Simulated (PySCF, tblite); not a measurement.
# 1,3-dioxolane (C₃H₆O₂): dynamics, then NMR shifts on frames

How do NMR shifts of 1,3-dioxolane (C₃H₆O₂) (`C1COCO1`) change as the atoms move?

Computed with tblite 0.8.0 and PySCF 2.14.0, with density-fitted response routines of our own, on a single molecule in the gas phase. Atoms count from 0, in the outputs and in this text.

### Step 1. Starting geometry

11 atoms, charge 0, multiplicity 1; geometry from: GFN2-xTB.

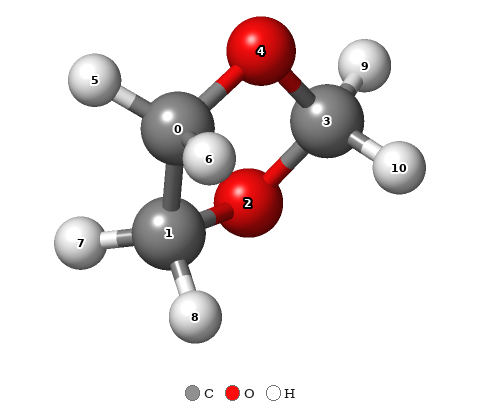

As it starts; carbon grey, oxygen red, hydrogen white, atoms numbered.

### Step 2. A short Langevin run with GFN2-xTB

The job: settings as JSON, then the geometry in Å.

```
{"job": {"kind": "md", "xc": "GFN2-xTB", "basis": "xTB", "temperature": 400, "steps": 2000, "every": 50, "frames": 5}, "charge": 0, "multiplicity": 1}
C     -0.630444     0.825383    -0.296613
C     -0.855328    -0.647408     0.120709
O      0.424921    -1.237712     0.013018
C      1.334913    -0.179623     0.079247
O      0.749632     0.894077    -0.596249
H     -1.184077     1.109597    -1.192170
H     -0.880317     1.510899     0.522835
H     -1.531518    -1.185321    -0.544806
H     -1.223887    -0.714125     1.151982
H      2.263033    -0.464147    -0.419958
H      1.538495     0.091050     1.136043
```

With the program's defaults for keys left out, this is: GFN2-xTB Langevin dynamics, gas phase.

Run with:

```console
> OMP_NUM_THREADS=1 python probes_run.py task.json out
```

One launch serves the whole session: the jobs run in the order shown.

What it wrote:

```text
t/fs     T/K      E/eV
    0.0   350.9   -479.05077
   25.0   257.0   -478.78676
   50.0   227.8   -478.74984
   75.0   157.8   -478.75377
  100.0   325.3   -478.74894
  125.0   224.8   -478.65429
  150.0   276.2   -478.72742
  175.0   234.8   -478.73665
  200.0   307.4   -478.69416
  225.0   300.7   -478.75455
  250.0   238.4   -478.88902
  275.0   256.8   -478.75955
  300.0   312.0   -478.83700
  325.0   181.4   -478.63445
  350.0   290.7   -478.65095
  375.0   382.0   -478.75487
  400.0   266.4   -478.47435
  425.0   306.0   -478.59173
  450.0   304.9   -478.67456
  475.0   344.4   -478.56435
  500.0   341.6   -478.64513
  525.0   306.0   -478.43296
  550.0   332.0   -478.42826
  575.0   368.0   -478.58548
  600.0   456.1   -478.79667
  625.0   413.6   -478.84449
  650.0   257.2   -478.65318
  675.0   337.6   -478.64044
  700.0   324.4   -478.58578
  725.0   445.1   -478.69725
  750.0   394.9   -478.50066
  775.0   369.6   -478.57185
  800.0   406.6   -478.67912
  825.0   438.5   -478.53021
  850.0   508.4   -478.34213
  875.0   537.1   -478.54617
  900.0   436.7   -478.53429
  925.0   398.8   -478.48275
  950.0   373.0   -478.34377
  975.0   444.5   -478.32690
 1000.0   503.8   -478.57985
```

Run time: 6 s. Hardware: 1 thread of Arm Neoverse V1, shared host; peak memory 0.19 GiB.

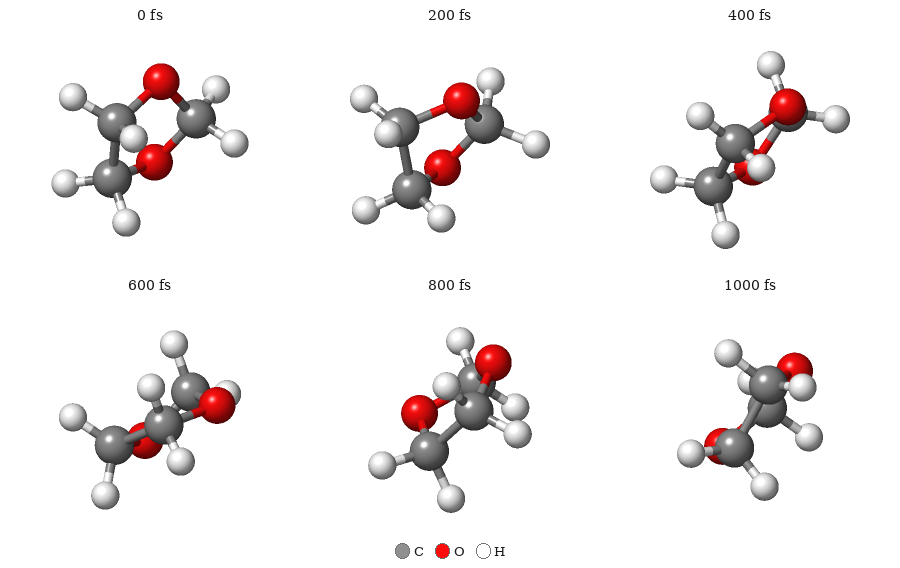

Frames of the run.

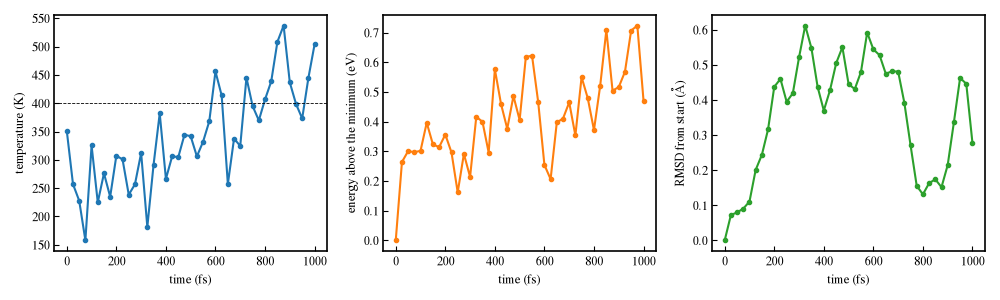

Temperature, potential energy and distance from the start.

Positions (Å) and forces (eV/Å) at 1000 fs:

```xyz
11

C    -0.031    0.162   -0.347   -2.433   -0.708   -2.281
C    -1.136   -0.794    0.115   -0.245   -0.174   -0.498
O    -0.779   -1.983   -0.582   -0.946   -0.118   -0.430
C     0.577   -1.932   -0.825    1.034   -1.676    2.018
O     1.030   -0.658   -0.700    0.755    1.633   -0.398
H    -0.539    0.695   -1.212    1.114   -0.141    0.278
H     0.245    0.817    0.379    0.886    1.969    1.903
H    -2.178   -0.435   -0.103    0.947   -0.578   -0.205
H    -1.076   -0.983    1.160    0.076   -0.207    1.208
H     0.891   -2.370   -1.748   -0.365   -0.282   -1.093
H     1.181   -2.535   -0.028   -0.825    0.283   -0.502
```

### Step 3. Nuclear shieldings: 250 fs, PBE0/pcSseg-1

The job: settings as JSON, then the geometry in Å.

```
{"job": {"kind": "nmr", "xc": "PBE0", "basis": "pcSseg-1", "pop": false}, "charge": 0, "multiplicity": 1}
C     -0.828200     0.244900    -0.384300
C     -1.000400    -1.159100     0.189000
O      0.217700    -1.789300    -0.195100
C      1.203900    -0.775800    -0.225500
O      0.537500     0.460200    -0.159400
H     -1.050300     0.324700    -1.459900
H     -1.387800     1.009400     0.185400
H     -1.849300    -1.734400    -0.097900
H     -0.962200    -1.030400     1.291300
H      1.889300    -0.840700    -1.072100
H      1.840100    -0.884000     0.658400
```

With the program's defaults for keys left out, this is: GIAO PBE0/pcSseg-1 NMR shielding, non-relativistic, gas phase.

What it wrote:

```text
coarse grid: 9152 points
cycle   1  E = -267.8756849583  dE =  7.773e-01  |g| = 6.960e-01  |ddm| = 2.803e+00
cycle   2  E = -267.7967735225  dE =  7.891e-02  |g| = 9.743e-01  |ddm| = 1.068e+00
cycle   3  E = -267.9595527556  dE = -1.628e-01  |g| = 5.592e-02  |ddm| = 6.560e-01
cycle   4  E = -267.9600723524  dE = -5.196e-04  |g| = 1.629e-02  |ddm| = 3.809e-02
cycle   5  E = -267.9601171924  dE = -4.484e-05  |g| = 8.492e-03  |ddm| = 1.629e-02
cycle   6  E = -267.9601308325  dE = -1.364e-05  |g| = 1.619e-03  |ddm| = 5.718e-03
cycle   7  E = -267.9601312863  dE = -4.538e-07  |g| = 3.732e-04  |ddm| = 1.228e-03
final grid: 88272 points
cycle   8  E = -268.0120012965  dE = -1.495e-05  |g| = 1.390e-02  |ddm| = 1.849e-02
cycle   9  E = -268.0119671945  dE =  3.410e-05  |g| = 1.984e-02  |ddm| = 1.693e-02
cycle  10  E = -268.0120349360  dE = -6.774e-05  |g| = 8.671e-04  |ddm| = 1.036e-02
cycle  11  E = -268.0120351025  dE = -1.665e-07  |g| = 1.477e-04  |ddm| = 8.382e-04
cycle  12  E = -268.0120351064  dE = -3.907e-09  |g| = 5.084e-05  |ddm| = 1.250e-04
cycle  13  E = -268.0120351067  dE = -3.358e-10  |g| = 2.558e-05  |ddm| = 4.642e-05
converged SCF energy = -268.0120351067

GIAO shielding tensors (ppm)
atom      isotropic    diamagn.    paramagn.     s11        s22        s33       span
  0 C      117.580     245.383    -127.803     88.269    108.738    155.732     67.463
  1 C      116.606     249.134    -132.528     81.947    109.953    157.919     75.972
  2 O      268.616     395.897    -127.282    170.740    270.827    364.280    193.540
  3 C       86.261     241.303    -155.042     55.584     78.816    124.382     68.798
  4 O      276.604     396.744    -120.141    179.515    267.618    382.678    203.163
  5 H       27.866      29.240      -1.374     23.147     25.865     34.586     11.440
  6 H       27.334      29.116      -1.782     23.773     25.473     32.755      8.982
  7 H       27.917      29.393      -1.475     24.440     26.293     33.018      8.578
  8 H       27.762      30.089      -2.327     22.615     25.975     34.697     12.082
  9 H       26.352      28.371      -2.019     22.545     25.217     31.293      8.748
 10 H       26.462      29.130      -2.668     22.241     25.214     31.931      9.690
```

Wall time 6.6 s (1 thread of Arm Neoverse V1, shared host); peak memory 0.55 GiB.

The references, computed at this level on geometries of the same kind, shield at (ppm): 1H TMS 31.72, 13C TMS 186.9, 17O H2O 336.1. Their shielding less the atom's gives the shift. The references are single molecules in the gas phase, so shifts against H2O, NH3, PH3, H3PO4 or CFCl3 are not on the usual liquid scales and can be off by tens of ppm. Each atom is listed at this fixed geometry, with no averaging over motion; a spectrum would average atoms that exchange fast.

```csv
atoms,environment,σ (ppm),δ (ppm)
C3,sp3 carbon bearing two oxygens,86.3,100.7
C1,sp3 CH2 bonded to O,116.6,70.3
C0,sp3 CH2 bonded to O,117.6,69.3
H9,hydrogen on an sp3 carbon bearing two oxygens,26.35,5.37
H10,hydrogen on an sp3 carbon bearing two oxygens,26.46,5.25
H6,hydrogen on an sp3 CH2 bonded to O,27.33,4.38
H8,hydrogen on an sp3 CH2 bonded to O,27.76,3.95
H5,hydrogen on an sp3 CH2 bonded to O,27.87,3.85
H7,hydrogen on an sp3 CH2 bonded to O,27.92,3.80
O2,ether oxygen,268.6,67.5
O4,ether oxygen,276.6,59.5
```

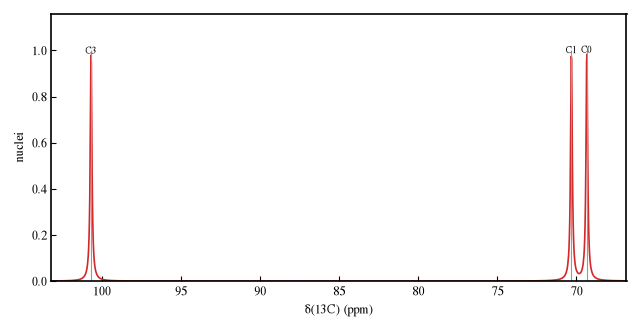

13C lines at the computed shifts, without couplings. Lines are broadened to a width of 0.13 ppm (Lorentzian).

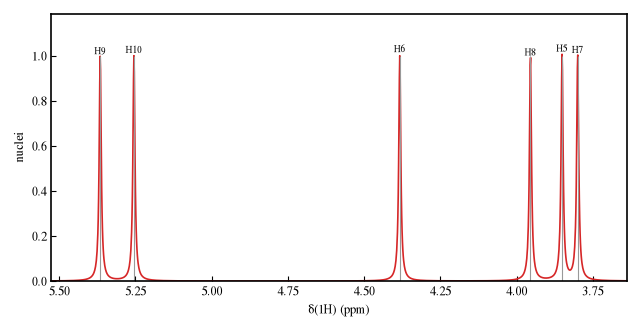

1H lines at the computed shifts, without couplings. Lines are broadened to a width of 0.01 ppm (Lorentzian).

Ring of atoms C0, C1, O2, C3, O4: NICS(0) -10.8, NICS(1) -3.5, NICS(1)zz -8.7 ppm (means of both faces).

### Step 4. NMR shieldings: 425 fs, PBE0/pcSseg-1

The job: settings as JSON, then the geometry in Å.

```
{"job": {"kind": "nmr", "xc": "PBE0", "basis": "pcSseg-1", "pop": false}, "charge": 0, "multiplicity": 1}
C     -0.508700    -0.037200     0.340300
C     -0.850800    -1.469600    -0.018500
O      0.335900    -2.232200    -0.052700
C      1.372900    -1.258400    -0.260500
O      0.909100     0.094400     0.089100
H     -1.093400     0.627200    -0.304100
H     -0.617100     0.286500     1.318900
H     -1.218500    -1.427400    -1.090200
H     -1.524000    -1.864300     0.750100
H      1.629300    -1.223200    -1.349600
H      2.259700    -1.515100     0.271900
```

With the program's defaults for keys left out, this is: GIAO PBE0/pcSseg-1 NMR shielding, non-relativistic, gas phase.

What it wrote:

```text
coarse grid: 9152 points
cycle   1  E = -267.8579268022  dE =  6.599e-01  |g| = 7.035e-01  |ddm| = 2.799e+00
cycle   2  E = -267.7595291806  dE =  9.840e-02  |g| = 1.031e+00  |ddm| = 1.075e+00
cycle   3  E = -267.9452708753  dE = -1.857e-01  |g| = 5.827e-02  |ddm| = 6.628e-01
cycle   4  E = -267.9458434951  dE = -5.726e-04  |g| = 2.099e-02  |ddm| = 4.231e-02
cycle   5  E = -267.9459178686  dE = -7.437e-05  |g| = 1.010e-02  |ddm| = 1.870e-02
cycle   6  E = -267.9459349553  dE = -1.709e-05  |g| = 2.456e-03  |ddm| = 6.734e-03
cycle   7  E = -267.9459361180  dE = -1.163e-06  |g| = 3.276e-04  |ddm| = 1.789e-03
final grid: 88272 points
cycle   8  E = -267.9985565400  dE = -8.614e-06  |g| = 1.461e-02  |ddm| = 1.882e-02
cycle   9  E = -267.9985090349  dE =  4.751e-05  |g| = 2.210e-02  |ddm| = 1.815e-02
cycle  10  E = -267.9985942839  dE = -8.525e-05  |g| = 8.940e-04  |ddm| = 1.130e-02
cycle  11  E = -267.9985944562  dE = -1.724e-07  |g| = 1.841e-04  |ddm| = 8.275e-04
cycle  12  E = -267.9985944613  dE = -5.066e-09  |g| = 8.954e-05  |ddm| = 1.560e-04
cycle  13  E = -267.9985944626  dE = -1.329e-09  |g| = 2.036e-05  |ddm| = 6.415e-05
cycle  14  E = -267.9985944627  dE = -7.458e-11  |g| = 2.265e-06  |ddm| = 1.414e-05
converged SCF energy = -267.9985944627

GIAO shielding tensors (ppm)
atom      isotropic    diamagn.    paramagn.     s11        s22        s33       span
  0 C      116.000     246.218    -130.218     75.140    105.574    167.287     92.146
  1 C      114.825     248.882    -134.057     68.823    107.953    167.700     98.877
  2 O      256.421     396.380    -139.959    147.603    265.519    356.142    208.540
  3 C       75.272     240.552    -165.280     24.861     83.761    117.193     92.333
  4 O      254.561     395.999    -141.438    110.647    274.502    378.533    267.886
  5 H       27.717      30.677      -2.961     24.405     25.951     32.794      8.389
  6 H       28.537      31.896      -3.360     23.831     27.075     34.703     10.872
  7 H       26.544      28.750      -2.206     20.832     25.788     33.012     12.180
  8 H       26.966      28.314      -1.348     23.162     25.618     32.118      8.955
  9 H       25.925      28.180      -2.255     20.874     25.508     31.394     10.520
 10 H       26.488      28.468      -1.980     22.428     26.195     30.841      8.413
```

It took 6.5 s on 1 thread of Arm Neoverse V1, shared host; peak memory 0.57 GiB.

Key values: δ C3 111.7, C1 72.1, C0 70.9, O4 81.5, H9 5.79, H10 5.23 ppm.

### Step 5. Nuclear shieldings: 625 fs, PBE0/pcSseg-1

The job: settings as JSON, then the geometry in Å.

```
{"job": {"kind": "nmr", "xc": "PBE0", "basis": "pcSseg-1", "pop": false}, "charge": 0, "multiplicity": 1}
C      0.216000    -0.184200     0.572000
C     -0.469700    -1.446600    -0.006600
O      0.551900    -2.287400    -0.442000
C      1.687200    -1.443200    -0.415700
O      1.555400    -0.597100     0.650600
H      0.204000     0.674700    -0.089200
H     -0.151000     0.160700     1.533600
H     -1.125300    -1.185300    -0.841300
H     -1.044700    -1.985600     0.794100
H      1.932600    -0.904300    -1.330400
H      2.554900    -2.090200    -0.175400
```

Method: GIAO PBE0/pcSseg-1 NMR shielding, non-relativistic, gas phase.

What it wrote:

```text
coarse grid: 9152 points
cycle   1  E = -267.8750786733  dE =  8.543e-01  |g| = 6.918e-01  |ddm| = 2.814e+00
cycle   2  E = -267.7961058290  dE =  7.897e-02  |g| = 9.708e-01  |ddm| = 1.094e+00
cycle   3  E = -267.9577590714  dE = -1.617e-01  |g| = 5.624e-02  |ddm| = 6.788e-01
cycle   4  E = -267.9582999689  dE = -5.409e-04  |g| = 1.674e-02  |ddm| = 3.903e-02
cycle   5  E = -267.9583529006  dE = -5.293e-05  |g| = 7.737e-03  |ddm| = 1.685e-02
cycle   6  E = -267.9583645152  dE = -1.161e-05  |g| = 1.551e-03  |ddm| = 5.544e-03
cycle   7  E = -267.9583649119  dE = -3.968e-07  |g| = 3.696e-04  |ddm| = 1.142e-03
final grid: 88272 points
cycle   8  E = -268.0099698826  dE = -1.486e-05  |g| = 1.302e-02  |ddm| = 1.804e-02
cycle   9  E = -268.0099393972  dE =  3.049e-05  |g| = 1.862e-02  |ddm| = 1.600e-02
cycle  10  E = -268.0099993321  dE = -5.993e-05  |g| = 7.643e-04  |ddm| = 9.897e-03
cycle  11  E = -268.0099994598  dE = -1.277e-07  |g| = 1.618e-04  |ddm| = 7.934e-04
cycle  12  E = -268.0099994649  dE = -5.116e-09  |g| = 3.868e-05  |ddm| = 1.300e-04
cycle  13  E = -268.0099994651  dE = -1.768e-10  |g| = 2.395e-05  |ddm| = 4.100e-05
converged SCF energy = -268.0099994651

GIAO shielding tensors (ppm)
atom      isotropic    diamagn.    paramagn.     s11        s22        s33       span
  0 C      117.870     247.773    -129.903     81.892    104.802    166.917     85.025
  1 C      121.516     247.855    -126.339     88.219    108.800    167.530     79.311
  2 O      269.776     395.458    -125.682    165.147    284.600    359.581    194.435
  3 C       89.036     241.485    -152.449     49.443     95.039    122.627     73.184
  4 O      263.601     395.255    -131.655    174.715    271.179    344.908    170.193
  5 H       28.149      31.846      -3.696     23.535     26.663     34.250     10.715
  6 H       27.618      30.118      -2.500     24.451     25.578     32.826      8.375
  7 H       27.859      30.292      -2.433     23.779     26.119     33.678      9.899
  8 H       27.191      28.408      -1.217     22.563     25.286     33.723     11.160
  9 H       27.174      29.214      -2.040     22.318     26.252     32.952     10.634
 10 H       25.964      26.063      -0.099     21.662     24.552     31.678     10.016
```

Run time: 6.3 s. Hardware: 1 thread of Arm Neoverse V1, shared host; peak memory 0.57 GiB.

This run: δ C3 97.9, C0 69.1, C1 65.4, O4 72.5, H10 5.75, H9 4.54 ppm.

### Step 6. Nuclear shieldings: 800 fs, PBE0/pcSseg-1

The job: settings as JSON, then the geometry in Å.

```
{"job": {"kind": "nmr", "xc": "PBE0", "basis": "pcSseg-1", "pop": false}, "charge": 0, "multiplicity": 1}
C      0.019800    -0.059900     0.489600
C     -0.804000    -1.313900     0.239500
O     -0.162800    -1.873700    -0.889200
C      1.190800    -1.579400    -0.743600
O      1.147400    -0.193600    -0.328200
H     -0.502900     0.784100     0.052800
H      0.380500     0.134200     1.544400
H     -1.912800    -1.220200     0.033700
H     -0.808400    -1.971000     1.157700
H      1.541500    -1.651300    -1.789600
H      1.797700    -2.164100    -0.047700
```

Method: GIAO PBE0/pcSseg-1 NMR shielding, non-relativistic, gas phase.

What it wrote:

```text
coarse grid: 9152 points
cycle   1  E = -267.8610282986  dE =  7.455e-01  |g| = 7.157e-01  |ddm| = 2.787e+00
cycle   2  E = -267.7627339595  dE =  9.829e-02  |g| = 1.039e+00  |ddm| = 1.165e+00
cycle   3  E = -267.9509652582  dE = -1.882e-01  |g| = 5.459e-02  |ddm| = 7.376e-01
cycle   4  E = -267.9514749970  dE = -5.097e-04  |g| = 1.514e-02  |ddm| = 3.733e-02
cycle   5  E = -267.9515169100  dE = -4.191e-05  |g| = 7.732e-03  |ddm| = 1.603e-02
cycle   6  E = -267.9515298451  dE = -1.294e-05  |g| = 8.722e-04  |ddm| = 5.471e-03
cycle   7  E = -267.9515299434  dE = -9.829e-08  |g| = 4.781e-04  |ddm| = 8.361e-04
final grid: 88272 points
cycle   8  E = -268.0036513007  dE = -1.189e-05  |g| = 1.325e-02  |ddm| = 1.991e-02
cycle   9  E = -268.0036164866  dE =  3.481e-05  |g| = 1.946e-02  |ddm| = 1.673e-02
cycle  10  E = -268.0036819338  dE = -6.545e-05  |g| = 7.722e-04  |ddm| = 1.041e-02
cycle  11  E = -268.0036820685  dE = -1.347e-07  |g| = 1.418e-04  |ddm| = 7.935e-04
cycle  12  E = -268.0036820727  dE = -4.148e-09  |g| = 2.622e-05  |ddm| = 1.162e-04
cycle  13  E = -268.0036820728  dE = -8.799e-11  |g| = 1.626e-05  |ddm| = 2.707e-05
converged SCF energy = -268.0036820728

GIAO shielding tensors (ppm)
atom      isotropic    diamagn.    paramagn.     s11        s22        s33       span
  0 C      123.034     245.454    -122.420     95.796    108.352    164.953     69.157
  1 C      114.834     246.885    -132.050     78.653     97.745    168.106     89.453
  2 O      243.603     396.307    -152.704    149.183    264.920    316.707    167.525
  3 C       84.127     242.550    -158.423     48.281     86.382    117.717     69.436
  4 O      254.664     397.174    -142.511    137.984    267.030    358.977    220.992
  5 H       27.652      30.705      -3.054     22.913     25.795     34.247     11.334
  6 H       26.930      28.802      -1.871     22.503     25.192     33.096     10.593
  7 H       26.628      28.160      -1.532     23.452     24.376     32.057      8.604
  8 H       27.347      28.318      -0.971     23.340     25.586     33.114      9.774
  9 H       25.806      27.572      -1.766     21.706     24.165     31.546      9.840
 10 H       26.946      28.078      -1.132     22.368     25.786     32.685     10.317
```

It took 6.3 s on 1 thread of Arm Neoverse V1, shared host; peak memory 0.57 GiB.

In short: δ C3 102.8, C1 72.1, C0 63.9, O2 92.5, H9 5.91, H7 5.09 ppm.

### Step 7. Nuclear shieldings: 1000 fs, PBE0/pcSseg-1

The job: settings as JSON, then the geometry in Å.

```
{"job": {"kind": "nmr", "xc": "PBE0", "basis": "pcSseg-1", "pop": false}, "charge": 0, "multiplicity": 1}
C     -0.030900     0.161500    -0.347100
C     -1.135700    -0.794300     0.115200
O     -0.779100    -1.983300    -0.582000
C      0.576700    -1.932200    -0.824700
O      1.030200    -0.657800    -0.700100
H     -0.539500     0.694800    -1.211800
H      0.245300     0.817300     0.379100
H     -2.178300    -0.435300    -0.102700
H     -1.076200    -0.982800     1.160300
H      0.891400    -2.370500    -1.747500
H      1.181100    -2.535400    -0.027700
```

Level: GIAO PBE0/pcSseg-1 NMR shielding, non-relativistic, gas phase.

What it wrote:

```text
coarse grid: 9152 points
cycle   1  E = -267.8673320192  dE =  9.095e-01  |g| = 6.779e-01  |ddm| = 2.833e+00
cycle   2  E = -267.8029275646  dE =  6.440e-02  |g| = 9.178e-01  |ddm| = 1.045e+00
cycle   3  E = -267.9457925975  dE = -1.429e-01  |g| = 5.911e-02  |ddm| = 6.379e-01
cycle   4  E = -267.9463655748  dE = -5.730e-04  |g| = 1.823e-02  |ddm| = 4.103e-02
cycle   5  E = -267.9464265819  dE = -6.101e-05  |g| = 7.885e-03  |ddm| = 1.719e-02
cycle   6  E = -267.9464382008  dE = -1.162e-05  |g| = 1.644e-03  |ddm| = 5.271e-03
cycle   7  E = -267.9464386608  dE = -4.599e-07  |g| = 3.289e-04  |ddm| = 1.186e-03
final grid: 88272 points
cycle   8  E = -267.9978302835  dE = -1.999e-05  |g| = 1.249e-02  |ddm| = 1.768e-02
cycle   9  E = -267.9978054005  dE =  2.488e-05  |g| = 1.739e-02  |ddm| = 1.527e-02
cycle  10  E = -267.9978572555  dE = -5.186e-05  |g| = 8.161e-04  |ddm| = 9.267e-03
cycle  11  E = -267.9978573984  dE = -1.429e-07  |g| = 1.576e-04  |ddm| = 7.928e-04
cycle  12  E = -267.9978574025  dE = -4.078e-09  |g| = 6.640e-05  |ddm| = 1.305e-04
cycle  13  E = -267.9978574032  dE = -6.876e-10  |g| = 2.042e-05  |ddm| = 5.285e-05
converged SCF energy = -267.9978574032

GIAO shielding tensors (ppm)
atom      isotropic    diamagn.    paramagn.     s11        s22        s33       span
  0 C      124.552     245.048    -120.496     88.491    113.197    171.966     83.475
  1 C      116.005     250.181    -134.176     81.850    103.333    162.833     80.983
  2 O      271.632     394.620    -122.988    174.783    271.650    368.462    193.679
  3 C       88.736     239.797    -151.061     56.320     86.192    123.698     67.378
  4 O      293.990     396.689    -102.699    194.490    285.301    402.181    207.691
  5 H       27.181      28.942      -1.761     21.625     25.669     34.249     12.625
  6 H       29.297      32.536      -3.239     25.677     27.391     34.822      9.146
  7 H       26.991      28.719      -1.728     23.904     24.890     32.180      8.276
  8 H       28.422      31.609      -3.187     23.986     26.807     34.473     10.487
  9 H       26.564      27.681      -1.117     22.841     25.620     31.230      8.389
 10 H       25.473      26.768      -1.295     20.478     24.036     31.906     11.427
```

Run time: 6.4 s. Hardware: 1 thread of Arm Neoverse V1, shared host; peak memory 0.57 GiB.

This run: δ C3 98.2, C1 70.9, C0 62.4, O2 64.4, H10 6.24, H9 5.15 ppm.

### Step 8. Run by run: NMR shifts

Shifts (ppm) of some atoms, chosen among heavy atoms and hydrogens apart, with basis size and wall time:

```
  frame     C3    C1    C0   H10    H6    O2    O4  functions   time
 250 fs  100.7  70.3  69.3  5.25  4.38  67.5  59.5        115  6.6 s
 425 fs  111.7  72.1  70.9  5.23  3.18  79.7  81.5        115  6.5 s
 625 fs   97.9  65.4  69.1  5.75  4.10  66.3  72.5        115  6.3 s
 800 fs  102.8  72.1  63.9  4.77  4.79  92.5  81.4        115  6.3 s
1000 fs   98.2  70.9  62.4  6.24  2.42  64.4  42.1        115  6.4 s
```

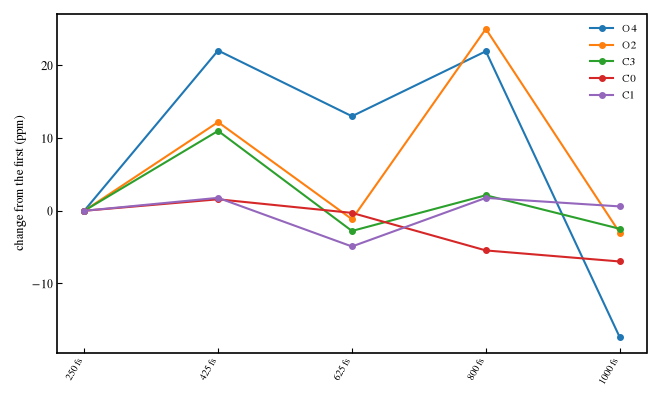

How five of the tabulated atoms move from run to run.

### Step 9. Summary of results

| quantity | value |
| --- | --- |
| thermostat | 400 K |
| mean temperature, second half | 400 K |
| mean potential energy above the minimum | 0.49 eV |
| 13C shifts against TMS (PBE0/pcSseg-1, 250 fs) | 100.7, 70.3, 69.3 ppm |
| 1H shifts against TMS (PBE0/pcSseg-1, 250 fs) | 5.37, 5.25, 4.38, 3.95, 3.85, 3.80 ppm |
| 17O shifts against H2O (PBE0/pcSseg-1, 250 fs) | 67.5, 59.5 ppm |
| range of the shift of O4 | 42.1 to 81.5 ppm |

In words: In the second half the potential energy averages 0.49 eV above the minimum; equipartition over 27 harmonic modes at 400 K would give 0.47 eV. With 11 atoms the temperature swings widely (158 to 537 K). Shifts at one fixed geometry are not the observed spectrum, which averages over the motion. Across the 5 runs the shift of O4 moves most, between 42.1 (1000 fs) and 81.5 ppm (425 fs).
